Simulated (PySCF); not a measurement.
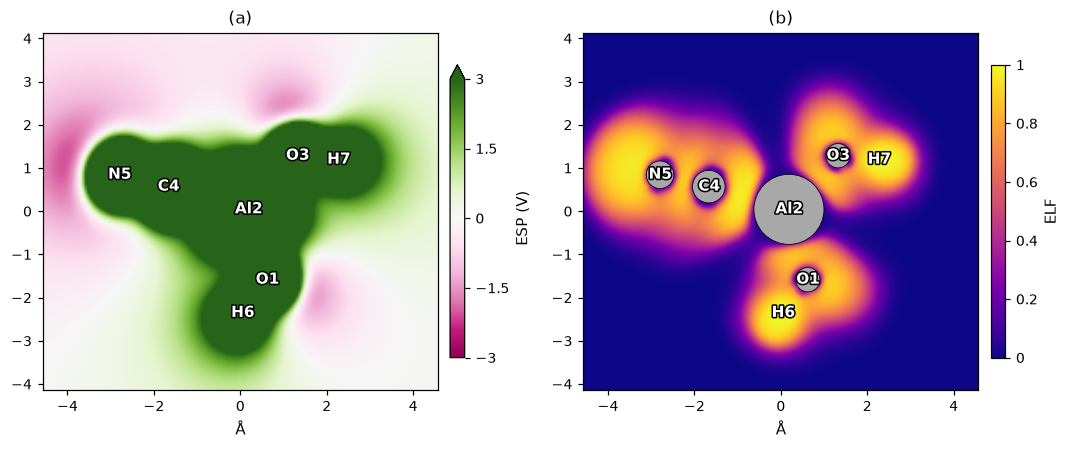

CH$_{2}$AlNO$_{2}$ (SMILES N#[C][Al]([OH])[OH]). (a) molecular electrostatic potential; (b) electron localisation function on the molecular plane. Grey discs cover the atomic cores in the ELF map.

Geometry: PBE0-D3(BJ)/def2-SVP.

Computed with PySCF 2.14.0, PBE0/pcSseg-2, SCF density, gas phase, non-relativistic.

```xyz
7

O     0.8970    0.8607   -1.1338
Al    0.1334    0.0314    0.1194
O     0.8556   -0.2072    1.6189
C    -1.6359   -0.6983   -0.1137
N    -2.7014   -1.1224   -0.2942
H     0.5602    1.0610   -2.0076
H     1.7244    0.0880    1.8936
```

### Interpret the plot.

Atoms in the plane: O, Al, C, N and H.
C–N (1.16 Å): the ELF peaks at about 0.90 between the atoms: a short, multiple covalent bond.
Al–O (1.68 Å): the ELF peaks at about 0.85 in the valence shell of O, 0.6 Å from its nucleus, and is about 0.45 at the midpoint.
C–Al (1.93 Å): the ELF peaks at about 0.95 between the atoms (a shared but strongly polarised pair).
O–H (0.96 Å): the ELF climbs to about 1 towards the hydrogen, as it does in any bond to H (a covalent bond by its length).
The ELF also peaks beside O1, N5 and O3, away from the bonds: lone-pair regions.
Outside the dense part of the molecule the potential is most negative (−2.0 V) near N5.
